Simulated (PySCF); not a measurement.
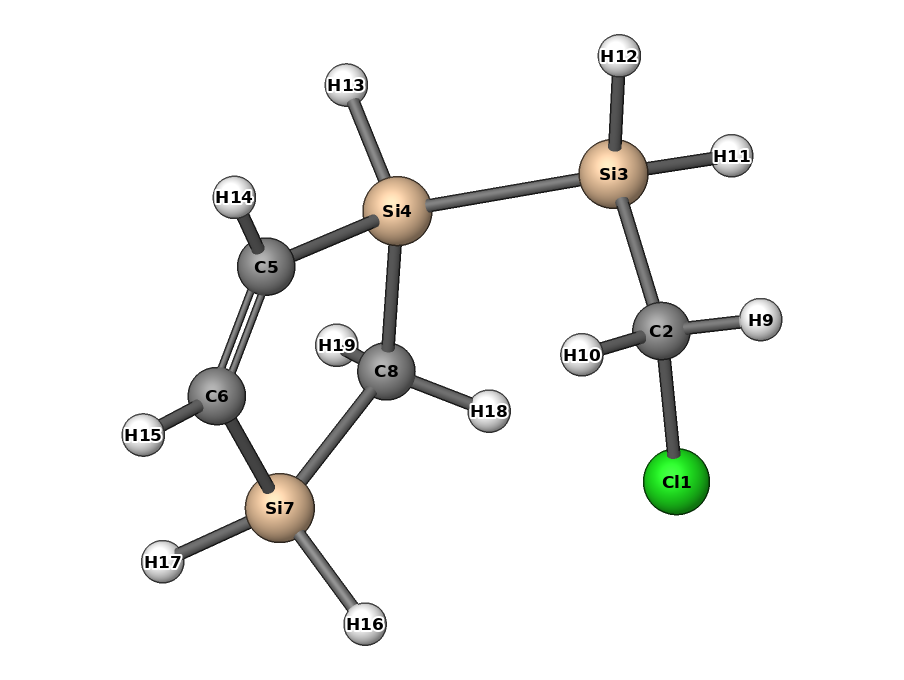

The questions are on Mulliken charges. The computed structure is the end point of a GFN2-xTB optimisation. No frequency run is at hand to confirm it as a minimum. Properties computed with PBE0/pcSseg-1, gas phase (PySCF 2.14.0).

Q: Which atom carries the highest charge (most positive or least negative)?

A: Si7 (0.71 e).

Q: And the lowest?

A: C8 (−0.86 e).

List the Mulliken charges.

```json
{"atom": "Cl1", "value (e)": "−0.17"}
{"atom": "C2", "value (e)": "−0.49"}
{"atom": "Si3", "value (e)": "0.37"}
{"atom": "Si4", "value (e)": "0.54"}
{"atom": "C5", "value (e)": "−0.40"}
{"atom": "C6", "value (e)": "−0.38"}
{"atom": "Si7", "value (e)": "0.71"}
{"atom": "C8", "value (e)": "−0.86"}
{"atom": "H9", "value (e)": "0.18"}
{"atom": "H10", "value (e)": "0.18"}
{"atom": "H11", "value (e)": "−0.04"}
{"atom": "H12", "value (e)": "−0.06"}
{"atom": "H13", "value (e)": "−0.04"}
{"atom": "H14", "value (e)": "0.12"}
{"atom": "H15", "value (e)": "0.12"}
{"atom": "H16", "value (e)": "−0.06"}
{"atom": "H17", "value (e)": "−0.09"}
{"atom": "H18", "value (e)": "0.18"}
{"atom": "H19", "value (e)": "0.17"}
```

Mulliken values depend strongly on the basis set and can even reverse the polarity of a bond. The geometry is semi-empirical. Around Si such bond lengths and angles can be off by a tenth of an ångström or more and by several degrees, and values that hang on the shape move with them.
